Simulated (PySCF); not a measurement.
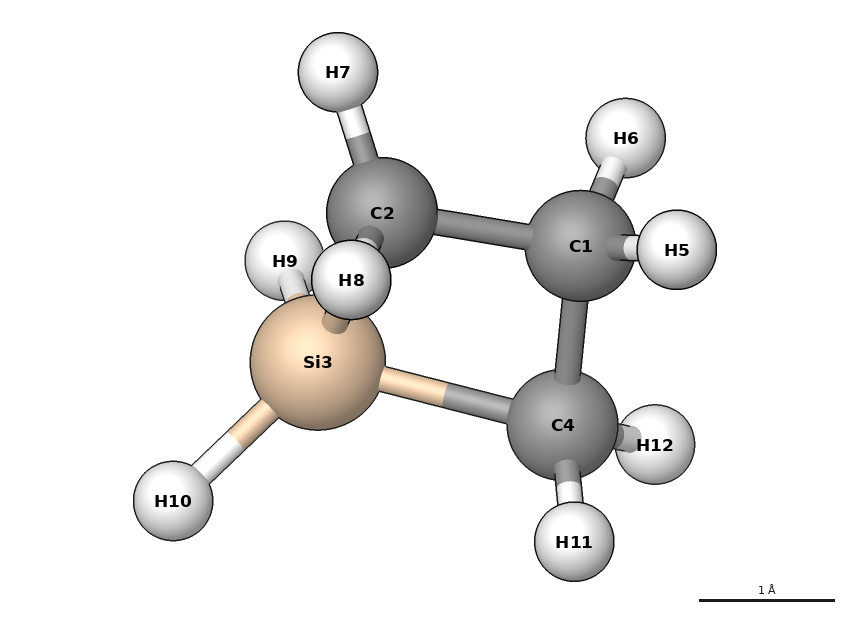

Atoms carry their numbers in the input. Computed geometry: PBE0-D3(BJ)/def2-SVP optimisation. No frequency run is at hand to confirm it as a minimum.

What are the angles C2–C1–C4, C2–C1–H5, C2–C1–H6, C2–Si3–C4, C2–Si3–H9, C2–Si3–H10, C1–C2–Si3, C1–C2–H8, C1–C2–H7, Si3–C2–H8, Si3–C2–H7?

```tsv
angle	degrees
C2–C1–C4	100.8
C2–C1–H5	114.8
C2–C1–H6	109.8
C2–Si3–C4	78.3
C2–Si3–H9	113.4
C2–Si3–H10	120.5
C1–C2–Si3	86.7
C1–C2–H8	111.0
C1–C2–H7	116.8
Si3–C2–H8	110.5
Si3–C2–H7	122.1
```
